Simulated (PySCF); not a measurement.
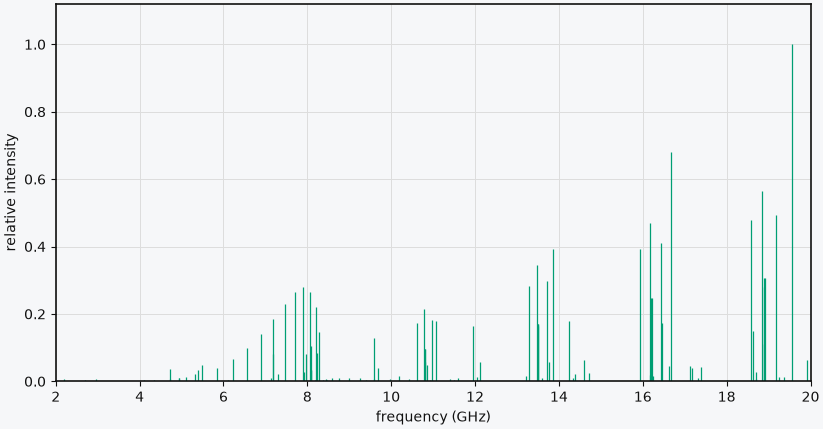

Simulated rotational absorption lines between 2 and 20 GHz at 3 K: rigid rotor with the equilibrium constants and dipole of one optimised conformer (PBE0-D3(BJ)/def2-SVP, PySCF), commonest isotopes; no centrifugal distortion, hyperfine structure, internal rotation or nuclear-spin weights; lines within 1 MHz of each other are summed.

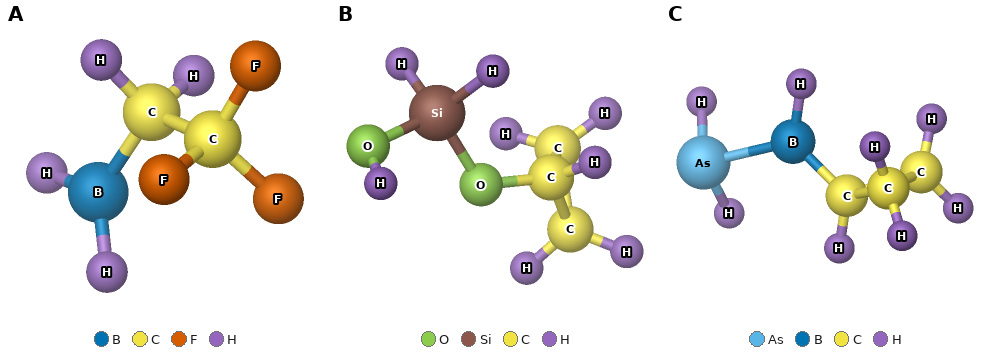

> Which molecule gives this spectrum? Choose among the lettered structures.

Structure B, C₃H₈O₂Si, SMILES O[SiH2]OC1CC1. Rotational constants A, B, C = 9.674, 1.392, 1.306 GHz, |μa|, |μb|, |μc| = 0.86, 0.23, 1.34 D.

Known limits of this run: coarse grid, loose stop and no frequency check, small forces are noise and the end may be a saddle.
